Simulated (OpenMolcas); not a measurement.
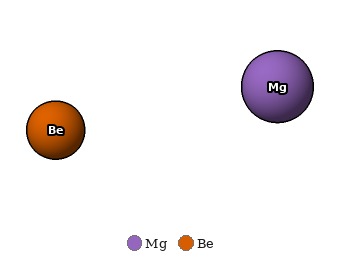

*The molecule at the reference distance of 2.631 Å.*

# Relativistic diatomic calculation for MgBe⁺ (part 1 of 2)

System: MgBe⁺.
Method: SA-CASSCF(3,8)/XMS-CASPT2 + RASSI spin-orbit (X2C scalar, AMFI), ANO-RCC-VTZP (OpenMolcas).

Input file:
```
&GATEWAY
Coord
2
angstrom
Mg 0.0 0.0 0.0
Be 0.0 0.0 2.6310
Basis=ANO-RCC-VTZP
Group=XY
RX2C
AMFI
ANGMom
0.0 0.0 0.0
RICD
&SEWARD
&GUESSORB
&RASSCF
FileOrb=$CurrDir/o21.orb
Symmetry=1
Spin=2
nActEl=3 0 0
Inactive=4 2
RAS2=4 4
CIRoot=4 4 1
Linear
Iterations=120 100
OrbListing=Nothing
PRWF=0.15
>>COPY $Project.RasOrb $CurrDir/o21.orb
>>COPY $Project.rasscf.h5 $CurrDir/r21.h5
&CASPT2
XMultistate=all
Imaginary=0.2
IPEA=0.25
MaxIter=40
>>COPY $Project.JobMix JOB001
&RASSCF
FileOrb=$CurrDir/o22.orb
Symmetry=2
Spin=2
nActEl=3 0 0
Inactive=4 2
RAS2=4 4
CIRoot=4 4 1
Linear
Iterations=120 100
OrbListing=Nothing
PRWF=0.15
>>COPY $Project.RasOrb $CurrDir/o22.orb
>>COPY $Project.rasscf.h5 $CurrDir/r22.h5
&CASPT2
XMultistate=all
Imaginary=0.2
IPEA=0.25
MaxIter=40
>>COPY $Project.JobMix JOB002
&RASSCF
CIOnly
FileOrb=$CurrDir/ref.orb
Symmetry=1
Spin=4
nActEl=3 0 0
Inactive=4 2
RAS2=4 4
CIRoot=2 2 1
Linear
Iterations=120 100
OrbListing=Nothing
PRWF=0.15
>>COPY $Project.RasOrb $CurrDir/o41.orb
>>COPY $Project.rasscf.h5 $CurrDir/r41.h5
&CASPT2
XMultistate=all
Imaginary=0.2
IPEA=0.25
MaxIter=40
>>COPY $Project.JobMix JOB003
&RASSCF
FileOrb=$CurrDir/o42.orb
Symmetry=2
Spin=4
nActEl=3 0 0
Inactive=4 2
RAS2=4 4
CIRoot=4 4 1
Linear
Iterations=120 100
OrbListing=Nothing
PRWF=0.15
>>COPY $Project.RasOrb $CurrDir/o42.orb
>>COPY $Project.rasscf.h5 $CurrDir/r42.h5
&CASPT2
XMultistate=all
Imaginary=0.2
IPEA=0.25
MaxIter=40
>>COPY $Project.JobMix JOB004
&RASSI
Nr of JobIphs=4 4 4 2 4
1 2 3 4
1 2 3 4
1 2
1 2 3 4
SpinOrbit
EJob
Omega
MEES
MESO
Properties=4
'AngMom' 3 'Mltpl  1' 1 'Mltpl  1' 2 'Mltpl  1' 3
Thrs=1.0d-4
>>COPY $Project.rassi.h5 $CurrDir/so.h5
```

The first orbital files come from an earlier step.

Launched with:
```bash
pymolcas m.inp (one call a module block, same work directory)
```

The program's output (extracts):
```
++    Wave function specifications:
      Number of closed shell electrons          12
      Number of electrons in active shells       3
      Number of inactive orbitals                6
      Number of active orbitals                  8
      Number of secondary orbitals              50
      Spin quantum number                      0.5
      State symmetry                             1
++    Orbital specifications:
      Symmetry species                           1   2
                                                 a   b
      Frozen orbitals                            0   0
      Inactive orbitals                          4   2
      Active orbitals                            4   4
      RAS2 orbitals                              4   4
      Secondary orbitals                        26  24
      Number of basis functions                 34  30
      printout of CI-coefficients larger than  0.15 for root  1
      energy=    -214.319637
      conf/sym  1111 2222     Coeff  Weight
             5  02u0 0000  -0.90011 0.81020
            13  0udu 0000   0.32206 0.10372
            17  0uud 0000  -0.15070 0.02271
      printout of CI-coefficients larger than  0.15 for root  2
      energy=    -214.249087
      conf/sym  1111 2222     Coeff  Weight
             8  0u20 0000   0.56531 0.31958
            11  020u 0000  -0.74408 0.55365
            19  0u02 0000  -0.26803 0.07184
      printout of CI-coefficients larger than  0.15 for root  3
      energy=    -214.166195
      conf/sym  1111 2222     Coeff  Weight
             8  0u20 0000  -0.69311 0.48040
            11  020u 0000  -0.59747 0.35697
            19  0u02 0000   0.25490 0.06497
      printout of CI-coefficients larger than  0.15 for root  4
      energy=    -214.103953
      conf/sym  1111 2222     Coeff  Weight
             5  02u0 0000  -0.32915 0.10834
            10  ud0u 0000   0.15207 0.02312
            13  0udu 0000  -0.76003 0.57765
            17  0uud 0000   0.46758 0.21863
      Natural orbitals and occupation numbers for root  1
      sym 1:   0.004201   1.855244   0.982916   0.066754
      sym 2:   0.039640   0.039640   0.005802   0.005802
      Natural orbitals and occupation numbers for root  2
      sym 1:   0.009550   1.576634   0.592334   0.759645
      sym 2:   0.026570   0.026570   0.004349   0.004349
      Natural orbitals and occupation numbers for root  3
      sym 1:   0.039085   1.367629   1.003079   0.514544
      sym 2:   0.027410   0.027410   0.010422   0.010422
      Natural orbitals and occupation numbers for root  4
      sym 1:   0.038141   1.419717   0.973594   0.509541
      sym 2:   0.020707   0.020707   0.008796   0.008796
      RASSCF energy for state  4                   -214.10395258
::    RASSCF root number  1 Total energy:   -214.31963693
::    RASSCF root number  2 Total energy:   -214.24908743
::    RASSCF root number  3 Total energy:   -214.16619497
::    RASSCF root number  4 Total energy:   -214.10395258
      Von Neumann Entropy (Root   1) =  1.05977
++    Wave function specifications:
      Number of closed shell electrons           6
      Number of electrons in active shells       3
      Number of inactive orbitals                3
      Number of active orbitals                  8
      Number of secondary orbitals              50
      Spin quantum number                      0.5
      State symmetry                             1
      Number of CSFs                            84
      Number of CASSCF root(s) available         4
      CASPT2 state passed to geometry opt.       4
      A file JOBMIX will be created
      This is a MULTI-STATE CASSCF reference
      Number of CI roots used                    4
      These are:                                 1   2   3   4
      Off-diagonal elements of Heff are computed
  FINAL CASPT2 RESULT:
      Reference energy:        -214.3196369290
      E2 (Non-variational):      -0.1894178593
      Shift correction:          -0.0003434826
      E2 (Variational):          -0.1897613419
      Total energy:            -214.5093982709
      Reference weight:           0.97967
  FINAL CASPT2 RESULT:
      Reference energy:        -214.2490874361
      E2 (Non-variational):      -0.1887600243
      Shift correction:          -0.0006126727
      E2 (Variational):          -0.1893726970
      Total energy:            -214.4384601331
      Reference weight:           0.97785
  FINAL CASPT2 RESULT:
      Reference energy:        -214.1661949730
      E2 (Non-variational):      -0.1919433131
      Shift correction:          -0.0011188318
      E2 (Variational):          -0.1930621448
      Total energy:            -214.3592571179
      Reference weight:           0.97326
  FINAL CASPT2 RESULT:
      Reference energy:        -214.1039525821
      E2 (Non-variational):      -0.1895118879
      Shift correction:          -0.0010019918
      E2 (Variational):          -0.1905138797
      Total energy:            -214.2944664619
      Reference weight:           0.97510
       Total XMS-CASPT2 energies:
::    XMS-CASPT2 Root  1     Total energy:   -214.50789451
::    XMS-CASPT2 Root  2     Total energy:   -214.43778284
::    XMS-CASPT2 Root  3     Total energy:   -214.36042365
::    XMS-CASPT2 Root  4     Total energy:   -214.29548098
++    Wave function specifications:
      Number of closed shell electrons          12
      Number of electrons in active shells       3
      Number of inactive orbitals                6
      Number of active orbitals                  8
      Number of secondary orbitals              50
      Spin quantum number                      0.5
      State symmetry                             2
      printout of CI-coefficients larger than  0.15 for root  1
      energy=    -214.236222
      conf/sym  1111 2222     Coeff  Weight
             9  0200 u000  -0.92001 0.84643
            20  0ud0 000u  -0.20951 0.04389
      printout of CI-coefficients larger than  0.15 for root  2
      energy=    -214.236222
      conf/sym  1111 2222     Coeff  Weight
            10  0200 0u00  -0.92001 0.84643
            19  0ud0 00u0  -0.20951 0.04389
      printout of CI-coefficients larger than  0.15 for root  3
      energy=    -214.182055
      conf/sym  1111 2222     Coeff  Weight
             9  0200 u000  -0.17175 0.02950
            12  0200 000u  -0.72173 0.52089
            17  0ud0 u000  -0.45714 0.20898
            49  0uu0 d000  -0.41188 0.16965
      printout of CI-coefficients larger than  0.15 for root  4
      energy=    -214.182055
      conf/sym  1111 2222     Coeff  Weight
            10  0200 0u00  -0.17175 0.02950
            11  0200 00u0  -0.72173 0.52089
            18  0ud0 0u00  -0.45714 0.20898
            50  0uu0 0d00  -0.41188 0.16965
      Natural orbitals and occupation numbers for root  1
      sym 1:   0.001956   1.818368   0.133397   0.022610
      sym 2:   0.942729   0.019503   0.001000   0.060438
      Natural orbitals and occupation numbers for root  2
      sym 1:   0.001956   1.818368   0.133397   0.022610
      sym 2:   0.019503   0.942729   0.060438   0.001000
      Natural orbitals and occupation numbers for root  3
      sym 1:   0.004413   1.514157   0.391855   0.044989
      sym 2:   0.379185   0.022298   0.001942   0.641162
      Natural orbitals and occupation numbers for root  4
      sym 1:   0.004413   1.514157   0.391855   0.044989
      sym 2:   0.022298   0.379185   0.641162   0.001942
      RASSCF energy for state  4                   -214.18205521
::    RASSCF root number  1 Total energy:   -214.23622180
::    RASSCF root number  2 Total energy:   -214.23622180
::    RASSCF root number  3 Total energy:   -214.18205521
::    RASSCF root number  4 Total energy:   -214.18205521
      Von Neumann Entropy (Root   1) =  1.20296
++    Wave function specifications:
      Number of closed shell electrons           6
      Number of electrons in active shells       3
      Number of inactive orbitals                3
      Number of active orbitals                  8
      Number of secondary orbitals              50
      Spin quantum number                      0.5
      State symmetry                             2
      Number of CSFs                            84
      Number of CASSCF root(s) available         4
      CASPT2 state passed to geometry opt.       4
      A file JOBMIX will be created
      This is a MULTI-STATE CASSCF reference
      Number of CI roots used                    4
      These are:                                 1   2   3   4
      Off-diagonal elements of Heff are computed
  FINAL CASPT2 RESULT:
      Reference energy:        -214.2362218023
      E2 (Non-variational):      -0.1910812865
      Shift correction:          -0.0008201612
      E2 (Variational):          -0.1919014477
      Total energy:            -214.4281232500
      Reference weight:           0.97430
  FINAL CASPT2 RESULT:
      Reference energy:        -214.2362218021
      E2 (Non-variational):      -0.1910812873
      Shift correction:          -0.0008201621
      E2 (Variational):          -0.1919014493
      Total energy:            -214.4281232514
      Reference weight:           0.97430
  FINAL CASPT2 RESULT:
      Reference energy:        -214.1820552067
      E2 (Non-variational):      -0.1885075664
      Shift correction:          -0.0007563193
      E2 (Variational):          -0.1892638857
      Total energy:            -214.3713190925
      Reference weight:           0.97698
  FINAL CASPT2 RESULT:
      Reference energy:        -214.1820552067
      E2 (Non-variational):      -0.1885075539
      Shift correction:          -0.0007563184
      E2 (Variational):          -0.1892638722
      Total energy:            -214.3713190789
      Reference weight:           0.97698
       Total XMS-CASPT2 energies:
::    XMS-CASPT2 Root  1     Total energy:   -214.42948730
::    XMS-CASPT2 Root  2     Total energy:   -214.42948729
::    XMS-CASPT2 Root  3     Total energy:   -214.36995505
::    XMS-CASPT2 Root  4     Total energy:   -214.36995504
++    Wave function specifications:
      Number of closed shell electrons          12
      Number of electrons in active shells       3
      Number of inactive orbitals                6
      Number of active orbitals                  8
      Number of secondary orbitals              50
      Spin quantum number                      1.5
      State symmetry                             1
      printout of CI-coefficients larger than  0.15 for root  1
      energy=    -214.188058
      conf/sym  1111 2222     Coeff  Weight
             4  0uuu 0000   0.98883 0.97778
      printout of CI-coefficients larger than  0.15 for root  2
      energy=    -214.032489
      conf/sym  1111 2222     Coeff  Weight
            11  0u00 uu00   0.95736 0.91655
            17  00u0 uu00  -0.15010 0.02253
            23  000u uu00   0.16841 0.02836
      Natural orbitals and occupation numbers for root  1
      sym 1:   0.000001   0.993668   0.993668   0.999999
      sym 2:   0.003166   0.003166   0.003166   0.003166
      Natural orbitals and occupation numbers for root  2
      sym 1:  -0.000000   0.982872   0.016866   0.000263
      sym 2:   0.982143   0.982143   0.017857   0.017857
      RASSCF energy for state  2                   -214.03248910
::    RASSCF root number  1 Total energy:   -214.18805815
::    RASSCF root number  2 Total energy:   -214.03248910
      Von Neumann Entropy (Root   1) =  1.56170
++    Wave function specifications:
      Number of closed shell electrons           6
      Number of electrons in active shells       3
      Number of inactive orbitals                3
      Number of active orbitals                  8
      Number of secondary orbitals              50
      Spin quantum number                      1.5
      State symmetry                             1
      Number of CSFs                            28
      Number of CASSCF root(s) available         2
      CASPT2 state passed to geometry opt.       2
      A file JOBMIX will be created
      This is a MULTI-STATE CASSCF reference
      Number of CI roots used                    2
      These are:                                 1   2
      Off-diagonal elements of Heff are computed
  FINAL CASPT2 RESULT:
      Reference energy:        -214.1880579754
      E2 (Non-variational):      -0.1899402488
      Shift correction:          -0.0013990797
      E2 (Variational):          -0.1913393284
      Total energy:            -214.3793973038
      Reference weight:           0.97275
  FINAL CASPT2 RESULT:
      Reference energy:        -214.0324889206
      E2 (Non-variational):      -0.2415211951
      Shift correction:          -0.0231205485
      E2 (Variational):          -0.2646417437
      Total energy:            -214.2971306642
      Reference weight:           0.87492
       Total XMS-CASPT2 energies:
::    XMS-CASPT2 Root  1     Total energy:   -214.37939730
::    XMS-CASPT2 Root  2     Total energy:   -214.29713066
++    Wave function specifications:
      Number of closed shell electrons          12
      Number of electrons in active shells       3
      Number of inactive orbitals                6
      Number of active orbitals                  8
      Number of secondary orbitals              50
      Spin quantum number                      1.5
      State symmetry                             2
      printout of CI-coefficients larger than  0.15 for root  1
      energy=    -214.191539
      conf/sym  1111 2222     Coeff  Weight
            10  0uu0 0u00  -0.95761 0.91702
            18  0u0u 0u00   0.16950 0.02873
            19  0u0u 00u0  -0.18277 0.03341
      printout of CI-coefficients larger than  0.15 for root  2
      energy=    -214.191539
      conf/sym  1111 2222     Coeff  Weight
             9  0uu0 u000   0.95761 0.91702
            17  0u0u u000  -0.16950 0.02873
            20  0u0u 000u   0.18277 0.03341
      printout of CI-coefficients larger than  0.15 for root  3
      energy=    -214.120195
      conf/sym  1111 2222     Coeff  Weight
            10  0uu0 0u00   0.19514 0.03808
            11  0uu0 00u0   0.53819 0.28964
            18  0u0u 0u00   0.80925 0.65488
      printout of CI-coefficients larger than  0.15 for root  4
      energy=    -214.120195
      conf/sym  1111 2222     Coeff  Weight
             9  0uu0 u000   0.19514 0.03808
            12  0uu0 000u   0.53819 0.28964
            17  0u0u u000   0.80925 0.65488
      Natural orbitals and occupation numbers for root  1
      sym 1:   0.002799   0.995704   0.970464   0.028039
      sym 2:   0.001496   0.974641   0.025359   0.001496
      Natural orbitals and occupation numbers for root  2
      sym 1:   0.002799   0.995704   0.970464   0.028039
      sym 2:   0.974641   0.001496   0.001496   0.025359
      Natural orbitals and occupation numbers for root  3
      sym 1:   0.006462   0.993180   0.259512   0.740130
      sym 2:   0.000358   0.744177   0.255823   0.000358
      Natural orbitals and occupation numbers for root  4
      sym 1:   0.006462   0.993180   0.259512   0.740130
      sym 2:   0.744177   0.000358   0.000358   0.255823
      RASSCF energy for state  4                   -214.12019470
::    RASSCF root number  1 Total energy:   -214.19153864
::    RASSCF root number  2 Total energy:   -214.19153864
::    RASSCF root number  3 Total energy:   -214.12019470
::    RASSCF root number  4 Total energy:   -214.12019470
      Von Neumann Entropy (Root   1) =  1.70756
++    Wave function specifications:
      Number of closed shell electrons           6
      Number of electrons in active shells       3
      Number of inactive orbitals                3
      Number of active orbitals                  8
      Number of secondary orbitals              50
      Spin quantum number                      1.5
      State symmetry                             2
      Number of CSFs                            28
      Number of CASSCF root(s) available         4
      CASPT2 stSPIN-FREE ENERGIES:
  (Shifted by EMIN (a.u.) =       -214.5078945080)
 SF State       Relative EMIN(au)   Rel lowest level(eV)    D:o, cm**(-1)      Abs_M
     1             0.0000000000        0.0000000000              0.0000         0.0
     2             0.0701116687        1.9078356970          15387.7326         0.0
     5             0.0784072127        2.1335689497          17208.3941         1.0
     6             0.0784072144        2.1335689956          17208.3945         1.0
    11             0.1278558170        3.4791340190          28061.1083         1.0
    12             0.1278558179        3.4791340458          28061.1085         1.0
     9             0.1284972042        3.4965870542          28201.8765         0.0
     7             0.1379394607        3.7535239448          30274.2123         1.0
     8             0.1379394712        3.7535242306          30274.2146         1.0
     3             0.1474708548        4.0128863912          32366.1115         0.0
    13             0.2023303707        5.5056898673          44406.3835         1.0
    14             0.2023303707        5.5056898673          44406.3835         1.0
    10             0.2107638437        5.7351763589          46257.3169         0.0
     4             0.2124135247        5.7800664641          46619.3800         0.0
```

(Continued in part 2.) Outcome of the run: converged.
